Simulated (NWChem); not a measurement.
# C2H2ClSi (charge −1): excited-state calculation (part 2 of 3)

The same run, continued: C2H2ClSi, charge −1, SMILES C#C[SiH-]Cl; TDDFT (HSE03 (NWChem form))/MINI, RKS (NWChem 7.3.0). The geometry comes from this level: GFN2-xTB.

Geometry of the input (Å):
```
C  0.7587  0.5414  -1.4565
C  0.2503  0.3457  -0.3792
Si -0.0946  0.1074  1.4371
Cl -0.5134  -2.1678  1.3992
H  1.1416  0.6921  -2.4308
H  -1.5426  0.4812  1.4301
```

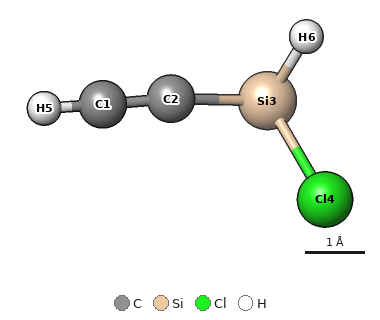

*The input geometry (ball-and-stick view, seen at a tilt; atoms are numbered from 1 in the order of the input).*

### What the program printed, continued
```
                       DFT Final Molecular Orbital Analysis
                       ------------------------------------

 Vector    1  Occ=2.000000D+00  E=-1.006341D+02
              MO Center= -5.1D-01, -2.2D+00,  1.4D+00, r^2= 3.2D-03
   Bfn.  Coefficient  Atom+Function         Bfn.  Coefficient  Atom+Function
  ----- ------------  ---------------      ----- ------------  ---------------
    20      0.986917  4 Cl s                 21      0.048860  4 Cl s

 Vector    2  Occ=2.000000D+00  E=-6.563305D+01
              MO Center= -9.5D-02,  1.1D-01,  1.4D+00, r^2= 4.8D-03
   Bfn.  Coefficient  Atom+Function         Bfn.  Coefficient  Atom+Function
  ----- ------------  ---------------      ----- ------------  ---------------
    11      0.988242  3 Si s                 12      0.045961  3 Si s

 Vector    3  Occ=2.000000D+00  E=-1.009881D+01
              MO Center=  7.6D-01,  5.4D-01, -1.5D+00, r^2= 2.8D-02
   Bfn.  Coefficient  Atom+Function         Bfn.  Coefficient  Atom+Function
  ----- ------------  ---------------      ----- ------------  ---------------
     1      0.989891  1 C  s                  2      0.068603  1 C  s

 Vector    4  Occ=2.000000D+00  E=-1.007463D+01
              MO Center=  2.5D-01,  3.5D-01, -3.8D-01, r^2= 2.9D-02
   Bfn.  Coefficient  Atom+Function         Bfn.  Coefficient  Atom+Function
  ----- ------------  ---------------      ----- ------------  ---------------
     6      0.989664  2 C  s                  7      0.068757  2 C  s

 Vector    5  Occ=2.000000D+00  E=-9.167681D+00
              MO Center= -5.1D-01, -2.2D+00,  1.4D+00, r^2= 6.6D-02
   Bfn.  Coefficient  Atom+Function         Bfn.  Coefficient  Atom+Function
  ----- ------------  ---------------      ----- ------------  ---------------
    21      1.025759  4 Cl s                 20     -0.298288  4 Cl s

 Vector    6  Occ=2.000000D+00  E=-6.866485D+00
              MO Center= -5.1D-01, -2.2D+00,  1.4D+00, r^2= 5.8D-02
   Bfn.  Coefficient  Atom+Function         Bfn.  Coefficient  Atom+Function
  ----- ------------  ---------------      ----- ------------  ---------------
    24      0.967495  4 Cl py                23      0.186192  4 Cl px
    27      0.056624  4 Cl py

 Vector    7  Occ=2.000000D+00  E=-6.856295D+00
              MO Center= -5.1D-01, -2.2D+00,  1.4D+00, r^2= 5.8D-02
   Bfn.  Coefficient  Atom+Function         Bfn.  Coefficient  Atom+Function
  ----- ------------  ---------------      ----- ------------  ---------------
    25      0.846085  4 Cl pz                23     -0.499217  4 Cl px
    24      0.092954  4 Cl py                28      0.043794  4 Cl pz
    26     -0.025776  4 Cl px

 Vector    8  Occ=2.000000D+00  E=-6.855690D+00
              MO Center= -5.1D-01, -2.2D+00,  1.4D+00, r^2= 5.8D-02
   Bfn.  Coefficient  Atom+Function         Bfn.  Coefficient  Atom+Function
  ----- ------------  ---------------      ----- ------------  ---------------
    23      0.830544  4 Cl px                25      0.507786  4 Cl pz
    24     -0.161647  4 Cl py                26      0.042825  4 Cl px
    28      0.026235  4 Cl pz

 Vector    9  Occ=2.000000D+00  E=-5.152543D+00
              MO Center= -9.9D-02,  1.0D-01,  1.4D+00, r^2= 1.1D-01
   Bfn.  Coefficient  Atom+Function         Bfn.  Coefficient  Atom+Function
  ----- ------------  ---------------      ----- ------------  ---------------
    12      1.023012  3 Si s                 11     -0.283319  3 Si s

 Vector   10  Occ=2.000000D+00  E=-3.459560D+00
              MO Center= -9.4D-02,  1.1D-01,  1.4D+00, r^2= 1.0D-01
   Bfn.  Coefficient  Atom+Function         Bfn.  Coefficient  Atom+Function
  ----- ------------  ---------------      ----- ------------  ---------------
    15      0.921898  3 Si py                16     -0.354066  3 Si pz
    14      0.052734  3 Si px                18      0.052426  3 Si py

 Vector   11  Occ=2.000000D+00  E=-3.458570D+00
              MO Center= -9.5D-02,  1.1D-01,  1.4D+00, r^2= 1.0D-01
   Bfn.  Coefficient  Atom+Function         Bfn.  Coefficient  Atom+Function
  ----- ------------  ---------------      ----- ------------  ---------------
    14      0.711516  3 Si px                16     -0.626090  3 Si pz
    15     -0.281345  3 Si py                17      0.044975  3 Si px
    19     -0.036518  3 Si pz

 Vector   12  Occ=2.000000D+00  E=-3.452542D+00
              MO Center= -9.0D-02,  1.1D-01,  1.4D+00, r^2= 1.0D-01
   Bfn.  Coefficient  Atom+Function         Bfn.  Coefficient  Atom+Function
  ----- ------------  ---------------      ----- ------------  ---------------
    14      0.684226  3 Si px                16      0.678527  3 Si pz
    15      0.221748  3 Si py                17      0.041430  3 Si px
    19      0.038824  3 Si pz

 Vector   13  Occ=2.000000D+00  E=-6.082014D-01
              MO Center=  5.2D-01,  4.3D-01, -9.3D-01, r^2= 1.1D+00
   Bfn.  Coefficient  Atom+Function         Bfn.  Coefficient  Atom+Function
  ----- ------------  ---------------      ----- ------------  ---------------
     2      0.454502  1 C  s                  7      0.438506  2 C  s
    10     -0.184593  2 C  pz                 5      0.180135  1 C  pz
     1     -0.172759  1 C  s                  6     -0.162985  2 C  s
    29      0.127257  5 H  s                  8      0.104038  2 C  px
     3     -0.089104  1 C  px                13      0.084200  3 Si s

 Vector   14  Occ=2.000000D+00  E=-5.602176D-01
              MO Center= -4.7D-01, -1.9D+00,  1.4D+00, r^2= 1.2D+00
   Bfn.  Coefficient  Atom+Function         Bfn.  Coefficient  Atom+Function
  ----- ------------  ---------------      ----- ------------  ---------------
    22      0.976573  4 Cl s                 21      0.341192  4 Cl s
    13     -0.128651  3 Si s                 27     -0.091746  4 Cl py
    20     -0.087590  4 Cl s                  2      0.070093  1 C  s
    18      0.066284  3 Si py                12      0.057111  3 Si s
    10     -0.050178  2 C  pz                 7      0.031098  2 C  s

 Vector   15  Occ=2.000000D+00  E=-4.094706D-01
              MO Center=  7.1D-01,  5.0D-01, -1.4D+00, r^2= 2.7D+00
   Bfn.  Coefficient  Atom+Function         Bfn.  Coefficient  Atom+Function
  ----- ------------  ---------------      ----- ------------  ---------------
     5      0.375896  1 C  pz                29     -0.364308  5 H  s
     2     -0.340388  1 C  s                  7      0.312405  2 C  s
    13      0.221429  3 Si s                  3     -0.153381  1 C  px
    22      0.149192  4 Cl s                  6     -0.106898  2 C  s
    10      0.106426  2 C  pz                 1      0.098002  1 C  s

 Vector   16  Occ=2.000000D+00  E=-3.464354D-01
              MO Center=  2.5D-02,  2.0D-01,  8.5D-02, r^2= 3.6D+00
   Bfn.  Coefficient  Atom+Function         Bfn.  Coefficient  Atom+Function
  ----- ------------  ---------------      ----- ------------  ---------------
    13      0.468493  3 Si s                 10      0.398778  2 C  pz
     5     -0.335363  1 C  pz                22      0.251318  4 Cl s
    29      0.208471  5 H  s                 12     -0.201706  3 Si s
    30      0.176786  6 H  s                  3      0.152694  1 C  px
     7      0.142155  2 C  s                  8     -0.133554  2 C  px

 Vector   17  Occ=2.000000D+00  E=-2.033101D-01
              MO Center= -5.4D-01,  7.2D-02,  9.9D-01, r^2= 3.1D+00
   Bfn.  Coefficient  Atom+Function         Bfn.  Coefficient  Atom+Function
  ----- ------------  ---------------      ----- ------------  ---------------
    30     -0.433559  6 H  s                 10      0.429379  2 C  pz
     7      0.365684  2 C  s                 13     -0.263989  3 Si s
    17      0.260534  3 Si px                19     -0.212960  3 Si pz
    27     -0.211175  4 Cl py                 3      0.160406  1 C  px
    22     -0.131012  4 Cl s                  5     -0.106236  1 C  pz

 Vector   18  Occ=2.000000D+00  E=-1.614434D-01
              MO Center=  8.9D-02, -3.1D-01,  8.1D-02, r^2= 4.2D+00
   Bfn.  Coefficient  Atom+Function         Bfn.  Coefficient  Atom+Function
  ----- ------------  ---------------      ----- ------------  ---------------
    27     -0.432327  4 Cl py                 9      0.405953  2 C  py
     4      0.400692  1 C  py                18      0.243793  3 Si py
     8     -0.185142  2 C  px                22     -0.185557  4 Cl s
    26     -0.158026  4 Cl px                30      0.138296  6 H  s
     3     -0.127367  1 C  px                24      0.127470  4 Cl py

 Vector   19  Occ=2.000000D+00  E=-1.489269D-01
              MO Center=  3.9D-01,  3.0D-01, -6.5D-01, r^2= 2.3D+00
   Bfn.  Coefficient  Atom+Function         Bfn.  Coefficient  Atom+Function
  ----- ------------  ---------------      ----- ------------  ---------------
     8      0.481590  2 C  px                 3      0.429821  1 C  px
     5      0.276282  1 C  pz                 9      0.248139  2 C  py
     4      0.228870  1 C  py                13      0.161568  3 Si s
     7     -0.157182  2 C  s                 28      0.144399  4 Cl pz
    19      0.127701  3 Si pz                10      0.108071  2 C  pz

 Vector   20  Occ=2.000000D+00  E=-1.252496D-01
              MO Center= -1.6D-01, -6.0D-01,  4.0D-01, r^2= 5.0D+00
   Bfn.  Coefficient  Atom+Function         Bfn.  Coefficient  Atom+Function
  ----- ------------  ---------------      ----- ------------  ---------------
    27      0.539594  4 Cl py                 4      0.372310  1 C  py
    30     -0.318268  6 H  s                  9      0.290246  2 C  py
     3     -0.254749  1 C  px                26      0.254824  4 Cl px
    18     -0.222305  3 Si py                 8     -0.203784  2 C  px
    24     -0.156289  4 Cl py                17      0.132542  3 Si px

 Vector   21  Occ=2.000000D+00  E=-8.521613D-02
              MO Center= -3.6D-01, -1.8D+00,  1.3D+00, r^2= 2.6D+00
   Bfn.  Coefficient  Atom+Function         Bfn.  Coefficient  Atom+Function
  ----- ------------  ---------------      ----- ------------  ---------------
    28      0.616078  4 Cl pz                26      0.588553  4 Cl px
    27     -0.370502  4 Cl py                13      0.202580  3 Si s
    25     -0.175516  4 Cl pz                23     -0.167420  4 Cl px
    19      0.159413  3 Si pz                 4     -0.143449  1 C  py
    17      0.142681  3 Si px                 3     -0.119102  1 C  px

 Vector   22  Occ=2.000000D+00  E=-7.510921D-02
              MO Center= -5.1D-01, -2.0D+00,  1.3D+00, r^2= 1.7D+00
   Bfn.  Coefficient  Atom+Function         Bfn.  Coefficient  Atom+Function
  ----- ------------  ---------------      ----- ------------  ---------------
    28     -0.729295  4 Cl pz                26      0.672832  4 Cl px
    25      0.206649  4 Cl pz                23     -0.190503  4 Cl px
    30      0.173625  6 H  s                  7     -0.161585  2 C  s
    27     -0.159435  4 Cl py                10     -0.110150  2 C  pz
     4      0.069087  1 C  py                13      0.066740  3 Si s

 Vector   23  Occ=2.000000D+00  E=-1.233859D-02
              MO Center=  6.5D-02, -1.4D-01,  1.4D+00, r^2= 3.6D+00
   Bfn.  Coefficient  Atom+Function         Bfn.  Coefficient  Atom+Function
  ----- ------------  ---------------      ----- ------------  ---------------
    13      0.668043  3 Si s                 17      0.435998  3 Si px
    26     -0.382958  4 Cl px                19      0.376706  3 Si pz
    28     -0.308474  4 Cl pz                30     -0.285169  6 H  s
     3     -0.261577  1 C  px                18      0.173679  3 Si py
     7     -0.160947  2 C  s                 27     -0.157755  4 Cl py

 Vector   24  Occ=0.000000D+00  E= 1.163081D-01
              MO Center=  1.0D-01, -1.7D-01,  4.5D-01, r^2= 4.4D+00
   Bfn.  Coefficient  Atom+Function         Bfn.  Coefficient  Atom+Function
  ----- ------------  ---------------      ----- ------------  ---------------
    18      0.768353  3 Si py                 4     -0.600489  1 C  py
    27      0.583811  4 Cl py                 9      0.440866  2 C  py
    22     -0.337230  4 Cl s                 13     -0.220540  3 Si s
    15     -0.160802  3 Si py                24     -0.150122  4 Cl py
    26      0.145382  4 Cl px                30     -0.102425  6 H  s

 Vector   25  Occ=0.000000D+00  E= 1.659814D-01
              MO Center=  2.4D-01,  3.8D-01, -3.4D-01, r^2= 3.0D+00
   Bfn.  Coefficient  Atom+Function         Bfn.  Coefficient  Atom+Function
  ----- ------------  ---------------      ----- ------------  ---------------
     8     -0.783172  2 C  px                 3      0.745884  1 C  px
    30     -0.431322  6 H  s                 19      0.424701  3 Si pz
     7      0.282134  2 C  s                  5      0.271672  1 C  pz
    17     -0.223593  3 Si px                13      0.206077  3 Si s
    10     -0.173176  2 C  pz                28     -0.091736  4 Cl pz

 Vector   26  Occ=0.000000D+00  E= 2.262704D-01
              MO Center=  2.0D-01,  1.6D-01,  1.4D-01, r^2= 3.6D+00
   Bfn.  Coefficient  Atom+Function         Bfn.  Coefficient  Atom+Function
  ----- ------------  ---------------      ----- ------------  ---------------
     9      0.849178  2 C  py                18     -0.810758  3 Si py
     4     -0.646238  1 C  py                27     -0.390770  4 Cl py
    22      0.310929  4 Cl s                 13      0.168955  3 Si s
    10      0.160938  2 C  pz                15      0.156350  3 Si py
     5     -0.102161  1 C  pz                17     -0.100876  3 Si px
```
